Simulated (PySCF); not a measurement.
## Electronic structure of TiSi (charge +1, sextet) in real space

```xyz
2

Ti    0.0000    0.0000   -0.8943
Si    0.0000    0.0000    1.5327
```

Level of theory: PBE0/def2-TZVPPD, non-relativistic Hamiltonian with scalar-relativistic core potentials where named, at a bond length of 2.427 Å in PySCF.

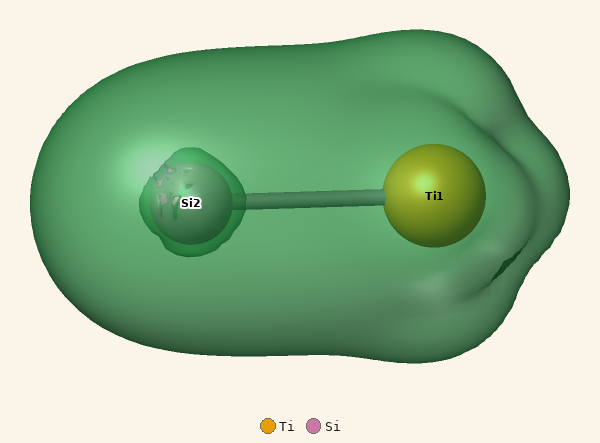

Figure 1. Isosurface of the spin density at +0.04 e/Å³ (green), seen from one side.

Q: Which atoms carry the spin?

A: The unpaired spin (5 electrons) lies mostly on Ti1 (about 3.1) and Si2 (about 1.9), in electrons by Hirshfeld's partition.

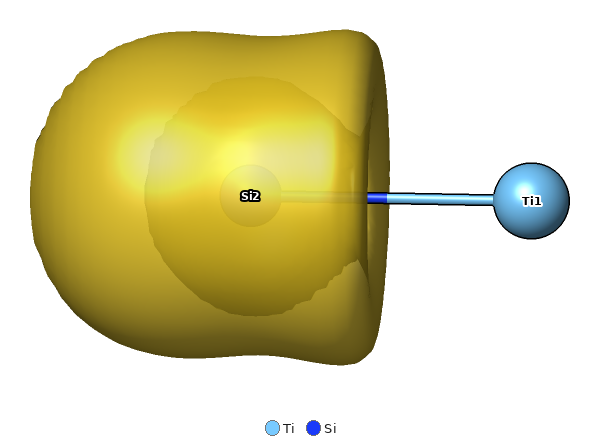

Figure 2. Isosurface of the electron localisation function at 0.8 (yellow), seen from one side. Only the valence region is drawn (cores and ρ < 0.01 e/Å³ removed).

Q: Identify the bonds, lone pairs and shells in this picture.

A: The ELF exceeds this value in one ring or bowl of non-bonding electrons around Si. Profiles from the grid: Ti–Si (2.43 Å): the ELF peaks at about 0.70 in the valence shell of Si, 1.0 Å from its nucleus, and is about 0.45 at the midpoint.

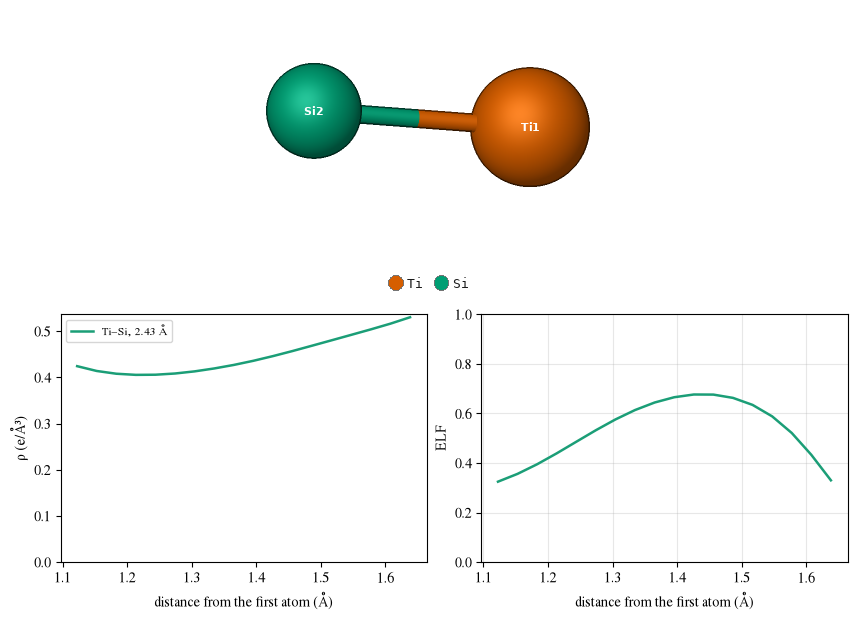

Figure 3. Electron density and ELF along straight lines between neighbouring atoms. The curves leave out the atomic cores. The structure is drawn too.

Q: What can be read from the curves?

A: Ti–Si (2.43 Å): ρ is about 0.41 e/Å³ halfway; the ELF peaks at about 0.70 in the valence shell of Si, 1.0 Å from its nucleus, and is about 0.45 at the midpoint.
